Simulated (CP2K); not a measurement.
Consider pyridazine at its PBE geometry (Å).

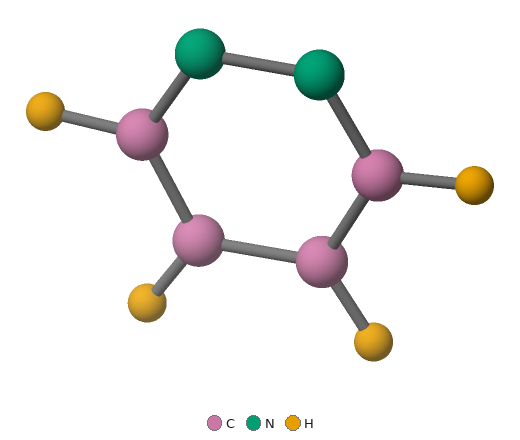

The molecule (carbon pink, nitrogen teal, hydrogen orange).

```xyz
10

C     0.6827    0.8207    0.0671
C    -0.7044    0.8058    0.0542
C    -1.3211   -0.4455   -0.0435
N    -0.6490   -1.6063   -0.1258
N     0.6921   -1.5935   -0.1178
C     1.3313   -0.4154   -0.0215
H     1.2512    1.7472    0.1439
H    -1.2951    1.7196    0.1169
H    -2.4082   -0.5454   -0.0571
H     2.4205   -0.4871   -0.0164
```

Method: CP2K XAS_TDP, all-electron GAPW, PBEh(45%), aug-cc-pVDZ, TDA, GW2X-corrected core level, no relativity.

Question: Where do the C K-edge lines lie, and how strong are they?

Leading lines: C1 286.99 eV and C3 287.52 eV. The leading line of an atom is its first one with 35 % of the strongest within 2.5 eV of its lowest line over the strength cut. Core ionisation energies at this level: C1 292.96 and C3 293.23 eV.

The first six lines of each atom with a strength over 0.0015:

```csv
atom,energy (eV),states,"strength, one atom",above the computed threshold
"C1 (bonded to 2 C and H), 2 alike",286.99,1,0.0510,
,290.60,1,0.0121,
,292.11,1,0.0025,
,292.41,1,0.0049,
,292.54,1,0.0030,
,293.24,1,0.0017,yes
"C3 (bonded to C, N and H), 2 alike",287.52,1,0.0538,
,291.13,1,0.0114,
,292.10,1,0.0033,
,292.83,1,0.0041,
,292.89,1,0.0032,
,293.59,1,0.0022,yes
```

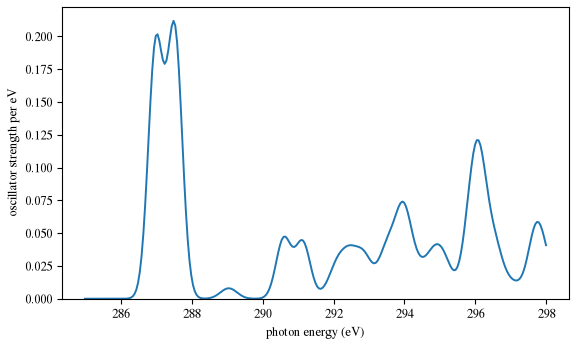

All atoms added, broadened by 0.5 eV.

Lines are vertical, at one geometry, with no vibrational structure. GW2X ionisation energies and lines can be off by 1 to 2 eV either way, and a good line position may hide errors that cancel. These values hold no scalar relativity, about 0.1 eV for C 1s. Rydberg lines, and the discretised continuum above threshold, depend on the basis and the box.

[Banner, clock and machine lines of the logs are left out without a mark of their own.]

[Logs are printed without paths, hosts, clocks, repeated set-up lines and the standing remarks that a program may print on its own settings, such as how far it seeks lower states.]

[Hosts, paths, dates, database ids (printed as entryN), source tags and the programs' standing remarks are cut or masked in the printed files.]
